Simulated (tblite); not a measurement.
# Geometry relaxation of C₆H₁₄N₂Si₂ (part 1 of 4)

C₆H₁₄N₂Si₂, computed with GFN2-xTB geometry optimisation, gas phase (tblite 0.8.0).

It belongs to a series of runs on one base structure; here: constitutional isomer.

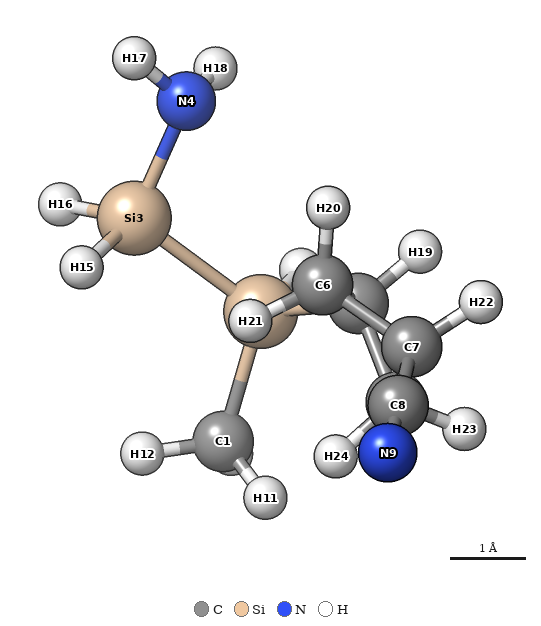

Figure 1. The structure as given in the input (ball-and-stick view, seen at a tilt; atoms are numbered from 1 in the order of the input).

### Input
```
{"job": {"kind": "relax", "xc": "GFN2-xTB", "basis": "xTB"}, "charge": 0, "multiplicity": 1}
C     -1.194300    -2.289700     0.283600
Si    -1.205500    -0.664500    -0.630600
Si    -2.204200     0.955600     0.519200
N     -1.929600     2.483600    -0.405700
C      0.488600    -0.079200    -1.078400
C      1.124100     0.912100    -0.120000
C      2.453100     0.268800    -0.518800
C      3.469400     0.221800     0.520600
N      4.272700     0.172100     1.339100
C      1.642100    -1.006300    -0.686800
H     -0.209700    -2.740300     0.396000
H     -1.670600    -2.197300     1.294400
H     -1.861000    -3.002400    -0.264100
H     -1.952100    -0.878800    -1.879800
H     -1.640100     1.023000     1.861600
H     -3.657700     0.687800     0.703400
H     -2.200000     3.315900     0.152400
H     -2.451200     2.377200    -1.303100
H      0.587500     0.289000    -2.130200
H      1.068200     1.966000    -0.426500
H      0.816500     0.703200     0.920600
H      2.826800     0.672100    -1.485600
H      1.984600    -1.670000    -1.492500
H      1.430600    -1.500100     0.272100
```

The first line tells a small driver script what to run in tblite; the rest is the geometry in Å.

Run as:
```bash
OMP_NUM_THREADS=1 python <driver script> task.json out
```

### What the program printed
```
step      E/eV     max force
  0    -794.52163    1.875
  1    -794.81507    1.041
  2    -794.96516    0.751
  3    -795.03007    1.684
  4    -795.04162    3.438
  5    -795.12752    0.510
  6    -795.15151    0.483
  7    -795.18913    0.772
  8    -795.21103    0.514
  9    -795.23048    0.308
 10    -795.24702    0.308
 11    -795.26161    0.356
 12    -795.27424    0.321
 13    -795.28428    0.235
 14    -795.29069    0.203
 15    -795.29468    0.156
 16    -795.29796    0.152
 17    -795.30152    0.152
 18    -795.30531    0.175
 19    -795.30902    0.182
 20    -795.31200    0.118
 21    -795.31417    0.094
 22    -795.31606    0.084
 23    -795.31813    0.119
 24    -795.32037    0.154
 25    -795.32249    0.126
 26    -795.32439    0.107
 27    -795.32645    0.097
 28    -795.32899    0.150
 29    -795.33168    0.169
 30    -795.33384    0.117
 31    -795.33542    0.086
 32    -795.33684    0.080
 33    -795.33825    0.099
 34    -795.33941    0.082
 35    -795.34019    0.053
 36    -795.34082    0.059
 37    -795.34154    0.077
 38    -795.34244    0.096
 39    -795.34339    0.085
 40    -795.34422    0.060
 41    -795.34499    0.066
 42    -795.34583    0.073
 43    -795.34680    0.072
 44    -795.34791    0.073
 45    -795.34911    0.093
 46    -795.35049    0.114
 47    -795.35216    0.114
 48    -795.35402    0.102
 49    -795.35581    0.105
 50    -795.35755    0.164
 51    -795.35891    0.173
 52    -795.36059    0.136
 53    -795.36200    0.080
 54    -795.36363    0.080
 55    -795.36473    0.125
 56    -795.36633    0.140
 57    -795.36806    0.113
 58    -795.36972    0.112
 59    -795.37130    0.176
 60    -795.37252    0.144
 61    -795.37426    0.131
 62    -795.37573    0.112
 63    -795.37888    0.187
 64    -795.38036    0.149
 65    -795.38297    0.104
 66    -795.38435    0.148
 67    -795.38600    0.156
 68    -795.38856    0.135
 69    -795.39236    0.117
 70    -795.39641    0.156
 71    -795.39946    0.128
 72    -795.40115    0.167
 73    -795.40303    0.108
 74    -795.40457    0.055
 75    -795.40628    0.068
 76    -795.40751    0.080
 77    -795.40909    0.148
 78    -795.41123    0.081
 79    -795.41336    0.098
 80    -795.41560    0.138
 81    -795.41675    0.278
 82    -795.41933    0.228
 83    -795.42104    0.267
 84    -795.42469    0.216
 85    -795.42645    0.201
 86    -795.42881    0.117
 87    -795.43005    0.068
 88    -795.43048    0.060
 89    -795.43132    0.080
 90    -795.43191    0.098
 91    -795.43247    0.060
 92    -795.43290    0.056
 93    -795.43332    0.056
 94    -795.43373    0.044
 95    -795.43408    0.046
 96    -795.43430    0.029
 97    -795.43455    0.029
 98    -795.43476    0.032
 99    -795.43498    0.030
100    -795.43524    0.030
101    -795.43556    0.037
102    -795.43586    0.031
103    -795.43607    0.028
104    -795.43619    0.029
105    -795.43628    0.026
106    -795.43639    0.022
107    -795.43652    0.031
108    -795.43666    0.028
109    -795.43678    0.023
110    -795.43688    0.023
111    -795.43698    0.018
112    -795.43706    0.020
113    -795.43714    0.023
114    -795.43721    0.024
115    -795.43729    0.025
116    -795.43739    0.024
117    -795.43752    0.023
118    -795.43764    0.022
119    -795.43773    0.017
120    -795.43782    0.018
121    -795.43793    0.021
122    -795.43808    0.033
123    -795.43827    0.033
124    -795.43852    0.040
125    -795.43881    0.042
126    -795.43913    0.045
127    -795.43940    0.034
128    -795.43965    0.038
129    -795.43992    0.059
130    -795.44036    0.062
131    -795.44098    0.078
132    -795.44183    0.073
133    -795.44239    0.094
134    -795.44294    0.083
135    -795.44329    0.045
136    -795.44400    0.135
137    -795.44450    0.180
138    -795.44531    0.099
139    -795.44660    0.176
140    -795.44705    0.426
141    -795.44836    0.154
142    -795.44932    0.211
143    -795.45050    0.126
144    -795.45178    0.132
145    -795.45244    0.147
146    -795.45325    0.100
147    -795.45505    0.057
148    -795.45581    0.122
149    -795.45690    0.159
150    -795.45755    0.167
151    -795.45802    0.077
152    -795.45834    0.033
153    -795.45865    0.046
154    -795.45899    0.090
155    -795.45937    0.096
156    -795.45980    0.074
157    -795.46027    0.044
158    -795.46051    0.043
159    -795.46091    0.039
160    -795.46131    0.044
161    -795.46171    0.046
162    -795.46202    0.040
163    -795.46233    0.037
164    -795.46269    0.047
165    -795.46314    0.044
166    -795.46359    0.048
167    -795.46401    0.049
168    -795.46444    0.045
169    -795.46490    0.044
170    -795.46527    0.030
171    -795.46545    0.023
172    -795.46553    0.021
173    -795.46559    0.021
174    -795.46565    0.024
175    -795.46571    0.018
176    -795.46575    0.013
177    -795.46579    0.013
178    -795.46583    0.013
179    -795.46588    0.019
180    -795.46594    0.019
181    -795.46600    0.016
182    -795.46604    0.017
183    -795.46607    0.015
184    -795.46613    0.017
185    -795.46620    0.021
186    -795.46627    0.016
187    -795.46631    0.019
188    -795.46634    0.020
189    -795.46637    0.024
190    -795.46640    0.024
191    -795.46645    0.030
192    -795.46653    0.029
193    -795.46660    0.031
194    -795.46667    0.023
195    -795.46673    0.017
196    -795.46679    0.017
197    -795.46682    0.016
198    -795.46685    0.015
199    -795.46688    0.012
200    -795.46691    0.012
201    -795.46694    0.011
202    -795.46695    0.009
```

### Trajectory as extended XYZ (Å, eV, eV/Å), 34 of the 203 frames kept, from step=0 to step=202
```
24
Properties=species:S:1:pos:R:3:forces:R:3 step=0 energy=-794.52163
C    -1.1943   -2.2897    0.2836   -1.1300  -1.1860   0.7170
Si   -1.2055   -0.6645   -0.6306   -0.9400  -0.3240  -0.9330
Si   -2.2042    0.9556    0.5192   -0.7300   1.7270  -0.0400
N    -1.9296    2.4836   -0.4057   -0.9040  -1.1020   0.7520
C     0.4886   -0.0792   -1.0784    0.0550  -0.1750  -0.5560
C     1.1241    0.9121   -0.1200    0.1290   1.3710  -0.5370
C     2.4531    0.2688   -0.5188    1.1670  -0.0210   1.4630
C     3.4694    0.2218    0.5206    0.2260   0.1720  -0.4600
N     4.2727    0.1721    1.3391   -0.4000  -0.0110  -0.2460
C     1.6421   -1.0063   -0.6868    0.2390  -0.4690  -1.5060
H    -0.2097   -2.7403    0.3960   -0.3030  -0.0690   0.0150
H    -1.6706   -2.1973    1.2944    0.5980  -0.0630  -0.7720
H    -1.8610   -3.0024   -0.2641    0.7380   0.4160   0.4510
H    -1.9521   -0.8788   -1.8798    0.0290  -0.1630  -0.2670
H    -1.6401    1.0230    1.8616   -0.0190   0.3530   0.2030
H    -3.6577    0.6878    0.7034    0.2240   0.1080   0.0610
H    -2.2000    3.3159    0.1524    0.0730  -0.7110  -1.0370
H    -2.4512    2.3772   -1.3031    0.5610   0.7460   1.0940
H     0.5875    0.2890   -2.1302   -0.0100  -0.3940   0.7710
H     1.0682    1.9660   -0.4265   -0.3320  -0.1530   0.6280
H     0.8165    0.7032    0.9206    0.3940   0.4580  -0.5240
H     2.8268    0.6721   -1.4856   -0.0470  -0.2780   0.7180
H     1.9846   -1.6700   -1.4925   -0.0280  -0.2750   0.5500
H     1.4306   -1.5001    0.2721    0.4090   0.0440  -0.5450
24
Properties=species:S:1:pos:R:3:forces:R:3 step=6 energy=-795.15151
C    -1.2305   -2.3162    0.2903   -0.0910  -0.1110   0.0020
Si   -1.2817   -0.6738   -0.6645    0.0360  -0.0630  -0.2000
Si   -2.2552    0.9806    0.5566   -0.1120   0.0160  -0.0410
N    -1.9806    2.4290   -0.3492   -0.1250   0.0960   0.0350
C     0.4796   -0.0947   -1.0780    0.0380  -0.0070  -0.0540
C     1.1379    0.9490   -0.1590   -0.0130   0.0240   0.0230
C     2.4773    0.2648   -0.4779    0.1460   0.0530  -0.0350
C     3.5066    0.2311    0.5149   -0.4330  -0.0410  -0.2110
N     4.2791    0.1711    1.3530    0.3650   0.0020   0.3110
C     1.6652   -1.0086   -0.7473    0.0050  -0.0530  -0.0040
H    -0.2417   -2.7517    0.3979   -0.0360   0.0470  -0.0590
H    -1.6458   -2.2047    1.2892   -0.0080  -0.0370  -0.0430
H    -1.8404   -3.0348   -0.2460   -0.0350  -0.1340   0.1090
H    -1.9643   -0.9127   -1.9505    0.0520  -0.1070  -0.1020
H    -1.6487    1.0857    1.8785   -0.0280   0.2800   0.1370
H    -3.6763    0.7011    0.7267   -0.3150   0.0070   0.2080
H    -2.1970    3.3095    0.0899    0.0520   0.0810   0.1350
H    -2.4126    2.4443   -1.2618    0.1270  -0.0350  -0.0460
H     0.5822    0.2582   -2.1050   -0.1230  -0.0710  -0.0840
H     1.0334    2.0072   -0.3836   -0.0030  -0.0360  -0.0990
H     0.8558    0.7669    0.8737    0.0160   0.1150   0.1490
H     2.8553    0.6553   -1.4190    0.3030   0.1110  -0.1170
H     2.0109   -1.7278   -1.4853    0.0920   0.0920  -0.0770
H     1.4798   -1.5088    0.1975    0.0920  -0.2290   0.0640
24
Properties=species:S:1:pos:R:3:forces:R:3 step=12 energy=-795.27424
C    -1.2643   -2.3422    0.2737   -0.0380   0.0340   0.0060
Si   -1.3130   -0.6929   -0.6914   -0.0270   0.1410   0.1210
Si   -2.3300    0.9839    0.5753    0.0830  -0.3090  -0.0260
N    -2.0423    2.4331   -0.3065    0.1180   0.0020  -0.0350
C     0.4835   -0.1155   -1.0715   -0.0970  -0.0130   0.0480
C     1.1517    0.9512   -0.1745   -0.1290   0.0190  -0.0700
C     2.5008    0.2718   -0.4806   -0.0370  -0.0330   0.0460
C     3.4903    0.2212    0.5466    0.2260   0.0210   0.1820
N     4.2964    0.1758    1.3594   -0.1070  -0.0180  -0.0090
C     1.6969   -1.0109   -0.7610   -0.0760  -0.0550  -0.0970
H    -0.2604   -2.7395    0.3694    0.0370  -0.0310  -0.0310
H    -1.6528   -2.2155    1.2794   -0.0230   0.0100   0.0440
H    -1.8638   -3.1094   -0.2041   -0.0340   0.0250  -0.0460
H    -1.9391   -0.9712   -2.0165    0.1190   0.0180   0.1480
H    -1.6966    1.2189    1.8833   -0.0850   0.0350  -0.0580
H    -3.7591    0.7173    0.8226   -0.0190   0.0010   0.0680
H    -2.1831    3.3303    0.1217   -0.0650   0.0920   0.0850
H    -2.3473    2.4633   -1.2624   -0.0170   0.0620  -0.1350
H     0.5445    0.2197   -2.1147    0.0340  -0.0410   0.1460
H     1.0275    1.9998   -0.4298    0.0620   0.0090  -0.1560
H     0.8854    0.8266    0.8761    0.0030  -0.0470  -0.0560
H     2.9627    0.6708   -1.3892   -0.0600  -0.0100  -0.0060
H     2.0561   -1.6936   -1.5251    0.0690   0.0500  -0.1540
H     1.5443   -1.5733    0.1608    0.0630   0.0370  -0.0150
24
Properties=species:S:1:pos:R:3:forces:R:3 step=18 energy=-795.30531
C    -1.2773   -2.3450    0.2798    0.0180  -0.0080   0.0240
Si   -1.3131   -0.6924   -0.6662    0.0420   0.0610   0.0850
Si   -2.3469    0.9724    0.5673   -0.0380   0.0460   0.0810
N    -2.0395    2.4294   -0.3066    0.0010   0.0140  -0.0200
C     0.4786   -0.1283   -1.0568    0.0890   0.0040  -0.0250
C     1.1493    0.9527   -0.1877    0.0640  -0.0240   0.0100
C     2.5044    0.2675   -0.4715    0.0070   0.0080  -0.0100
C     3.4943    0.2206    0.5666    0.0010  -0.0200   0.0160
N     4.2916    0.1709    1.3883   -0.1550   0.0010  -0.0810
C     1.7046   -1.0173   -0.7788    0.0990   0.0390   0.0400
H    -0.2714   -2.7426    0.3531    0.0270  -0.0520   0.0350
H    -1.6570   -2.2226    1.2891   -0.0030  -0.0480   0.0420
H    -1.8788   -3.1048   -0.2074   -0.0570   0.0380  -0.0070
H    -1.8992   -0.9780   -1.9918   -0.0360  -0.0040  -0.0620
H    -1.7324    1.2594    1.8728   -0.0170  -0.0280  -0.0190
H    -3.7757    0.7169    0.8636    0.0660  -0.0050  -0.0510
H    -2.2006    3.3175    0.1397   -0.0320   0.0000   0.0440
H    -2.3250    2.4912   -1.2696   -0.0010  -0.0190  -0.0420
H     0.5343    0.2014   -2.0960   -0.0400   0.0060  -0.0650
H     1.0405    1.9931   -0.4905    0.0070  -0.0750   0.0200
H     0.8829    0.8428    0.8629   -0.0270   0.0990  -0.0110
H     2.9663    0.6700   -1.3790    0.0110  -0.0010   0.0310
H     2.0770   -1.6597   -1.5769   -0.0430   0.0530   0.0380
H     1.5815   -1.5953    0.1367    0.0170  -0.0860  -0.0720
24
Properties=species:S:1:pos:R:3:forces:R:3 step=24 energy=-795.32037
C    -1.2781   -2.3472    0.2971   -0.0040  -0.0200   0.0160
Si   -1.2991   -0.6823   -0.6371    0.0110  -0.1520  -0.0200
Si   -2.3516    0.9797    0.5718    0.0000   0.0670   0.0060
N    -2.0419    2.4341   -0.3098   -0.0450   0.0070   0.0360
C     0.4892   -0.1354   -1.0552   -0.0110   0.0010   0.0090
C     1.1572    0.9538   -0.1980    0.0170   0.0390  -0.0080
C     2.5103    0.2669   -0.4711    0.0110  -0.0080  -0.0200
C     3.4849    0.2162    0.5746   -0.0700  -0.0130   0.0230
N     4.2563    0.1632    1.4181    0.0330  -0.0090   0.0700
C     1.7228   -1.0190   -0.7925   -0.0090  -0.0110  -0.0340
H    -0.2800   -2.7726    0.3602   -0.0610  -0.0070  -0.0130
H    -1.6548   -2.2515    1.3121    0.0200   0.0240  -0.0140
H    -1.9062   -3.0740   -0.2099    0.0180   0.0120   0.0260
H    -1.8805   -0.9740   -1.9725   -0.0210   0.0170   0.0440
H    -1.7534    1.2743    1.8795    0.0160  -0.0020   0.0270
H    -3.7753    0.7113    0.8625    0.0050  -0.0040  -0.0560
H    -2.2300    3.3086    0.1553   -0.0150   0.0130  -0.0650
H    -2.3109    2.5036   -1.2795    0.0090  -0.0270   0.0890
H     0.5188    0.1881   -2.0991    0.0130   0.0030   0.0000
H     1.0539    1.9829   -0.5263    0.0060   0.0750  -0.0520
H     0.8736    0.8926    0.8515    0.0290  -0.0400   0.0050
H     2.9786    0.6751   -1.3713    0.0320   0.0050  -0.0040
H     2.0890   -1.6309   -1.6125    0.0320  -0.0050  -0.0660
H     1.6155   -1.6438    0.0933   -0.0150   0.0340   0.0000
24
Properties=species:S:1:pos:R:3:forces:R:3 step=31 energy=-795.33542
C    -1.2851   -2.3659    0.3245    0.0010   0.0390  -0.0360
Si   -1.2777   -0.6957   -0.6011   -0.0140   0.0270  -0.0370
Si   -2.3402    0.9858    0.5883    0.0050   0.0350  -0.0130
N    -2.0624    2.4508   -0.2833    0.0440  -0.0060  -0.0250
C     0.4999   -0.1382   -1.0599   -0.0360   0.0120  -0.0380
C     1.1738    0.9682   -0.2273   -0.0130  -0.0280  -0.0160
C     2.5244    0.2677   -0.4759    0.0160  -0.0050  -0.0050
C     3.4505    0.2008    0.6116    0.0640   0.0210  -0.0250
N     4.1963    0.1462    1.4779   -0.0140  -0.0280   0.0800
C     1.7454   -1.0147   -0.8311   -0.0480   0.0090  -0.0110
H    -0.3043   -2.8311    0.3646   -0.0310   0.0130  -0.0040
H    -1.6445   -2.2661    1.3457    0.0270   0.0040  -0.0400
H    -1.9472   -3.0556   -0.1904    0.0040  -0.0310   0.0730
H    -1.8871   -0.9664   -1.9303   -0.0010  -0.0100   0.0560
H    -1.7698    1.2874    1.9057   -0.0070  -0.0090   0.0350
H    -3.7709    0.7021    0.8141   -0.0120  -0.0250   0.0180
H    -2.2822    3.3362    0.1456   -0.0220  -0.0580   0.0010
H    -2.2953    2.4867   -1.2623    0.0010   0.0060   0.0030
H     0.5023    0.1778   -2.1053   -0.0250   0.0240  -0.0380
H     1.0796    1.9898   -0.5901    0.0040  -0.0240   0.0200
H     0.8922    0.9342    0.8244   -0.0040   0.0110  -0.0190
H     3.0295    0.6810   -1.3529    0.0480   0.0030   0.0060
H     2.1146   -1.5865   -1.6810   -0.0030   0.0020   0.0180
H     1.6465   -1.6748    0.0295    0.0150   0.0170  -0.0010
```
